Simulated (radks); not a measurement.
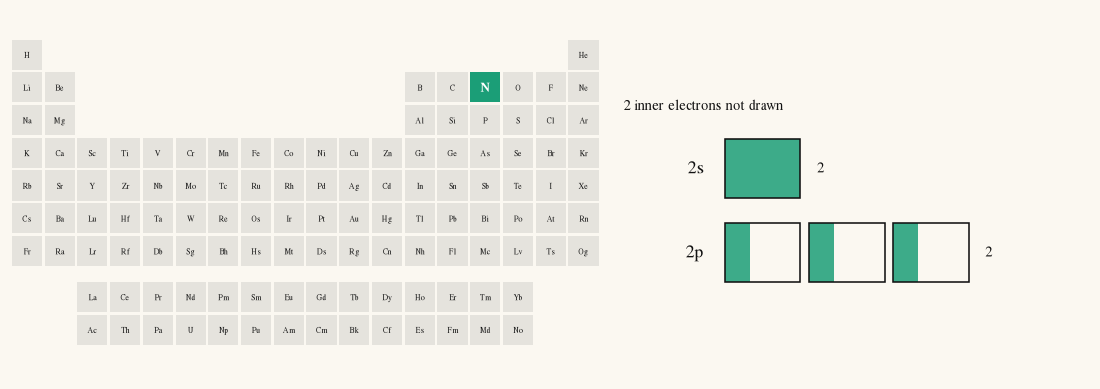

Fig. 1: Left, the place of nitrogen in the periodic table; right, the outer shells as the input fills them: a box for each of the 2l + 1 orbitals, shaded by the share of the shell that is filled, with the electron count at the right.

**Atomic calculation for N⁺**

N⁺, configuration [He] 2s2 2p2. Level asked for: non-relativistic Kohn-Sham, Tao-Mo meta-GGA, spin-polarised, spherical densities, point nucleus (radks).

Input file:
```
Z 7
configuration [He] 2s2 2p2
relativity non-relativistic
functional tm,tm
spin polarised
nucleus point
```

Energies in input and log are in hartree, lengths in bohr.

The program's output:
```
1s      1   1.0000         -14.85370383
2s      1   1.0000          -1.26275018
2p      1   2.0000          -0.80700157
1s      2   1.0000         -14.80371220
2s      2   1.0000          -1.11490999
2p      2   0.0000          -1.39063162
Etot -54.03430550117038
Ekin 53.92203155331547
Encl -123.98062246367998
Eh 22.339348406274983
Exc -6.315062997080861
err 0.017195172050923288
it 170
```

Outcome:

| quantity | value |
| --- | --- |
| outcome | not converged |
| total energy | −54.034306 hartree |
| kinetic energy | 53.922032 hartree |
| electron–nucleus energy | −123.980622 hartree |
| Hartree energy | 22.339348 hartree |
| exchange–correlation energy | −6.315063 hartree |
| SCF iterations | 170 |
| hardware | 1 CPU thread, shared host |
| wall time | 0.97 s |

Diagnosis:

The run did not meet its convergence test in 170 iterations, so its last values are not results.
